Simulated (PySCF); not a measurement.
## Electronic structure of C6H11F3 in real space

Input

```
{"job": {"kind": "uv", "xc": "CAM-B3LYP", "basis": "def2-SVPD", "ip": true}, "charge": 0, "multiplicity": 1}
C      2.922071    -0.162932    -0.059839
C      1.487337     0.067440     0.386980
C      0.472090    -0.521370    -0.582525
C     -0.980992    -0.389820    -0.125011
C     -1.471266     1.051049    -0.052423
C     -1.889773    -1.206606    -1.019840
F     -1.891923    -0.750716    -2.279091
F     -3.156853    -1.182469    -0.589488
F     -1.517590    -2.491553    -1.066280
H      3.642366     0.262059     0.655063
H      3.112852     0.301376    -1.040578
H      3.141828    -1.238630    -0.156866
H      1.332366    -0.377691     1.386113
H      1.311340     1.149493     0.507586
H      0.700199    -1.589520    -0.730277
H      0.580016    -0.044834    -1.572723
H     -1.081185    -0.855921     0.871069
H     -2.532410     1.095909     0.229709
H     -1.353718     1.551163    -1.026040
H     -0.900923     1.618935     0.694652
```

Run with:

```sh
OMP_NUM_THREADS=1 python probes_run.py task.json out
```

Geometry: PBE0-D3(BJ)/def2-SVP.

Method: PySCF 2.14.0, CAM-B3LYP/def2-SVPD, SCF density, gas phase.

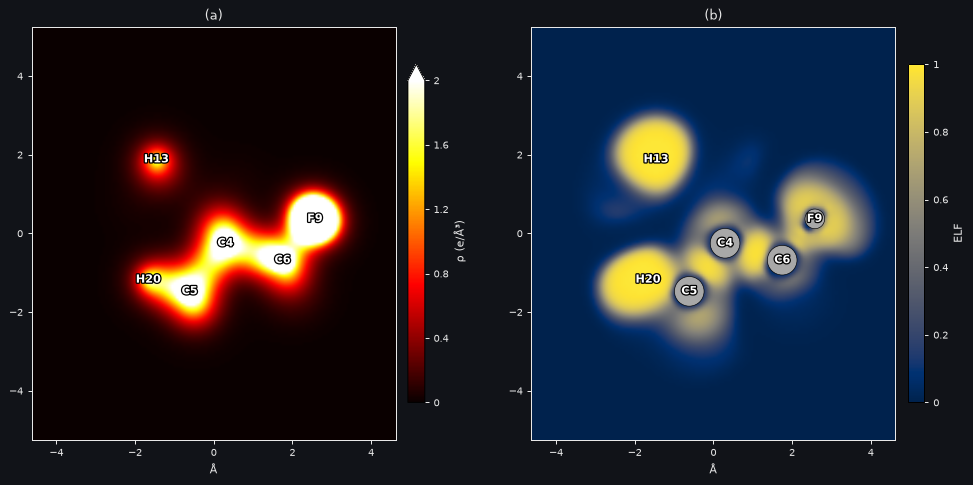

Figure 1. (a) electron density; (b) ELF on the plane of atoms C5, C4 and C6. Grey discs cover the atomic cores in the ELF map.

**What do the fields say about this system?**

- The plane passes through C, F and H nuclei.
- C–F (1.34 Å): ρ at the midpoint is about 2.4 e/Å³, with its minimum of 1.9 e/Å³ about 0.5 Å from C; the ELF peaks at about 0.85 between the atoms, as expected for a shared but strongly polarised pair.
- C–C (1.51 Å): ρ is about 1.8 e/Å³ halfway; the ELF peaks at about 1 between the atoms: a covalent bond.
- C–H (1.10 Å): the density is about 1.9 e/Å³ at the midpoint; the ELF climbs to about 1 towards the hydrogen, as it does in any bond to H; a covalent bond by its length.

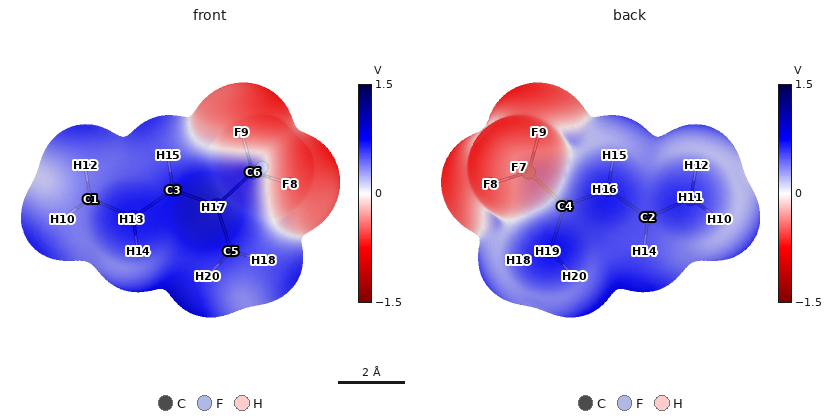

Figure 2. The electrostatic potential painted on the density surface at 0.002 e/bohr³, seen from the front and from behind; red is negative and blue positive.

**Where is the surface potential most negative and most positive?**

The most negative region (about −0.7 V) lies over F7, F8 and F9, the most positive (about +1.0 V) over H17 and H20.

**How polar is the molecule by this calculation?**

Its dipole moment is 2.62 D.
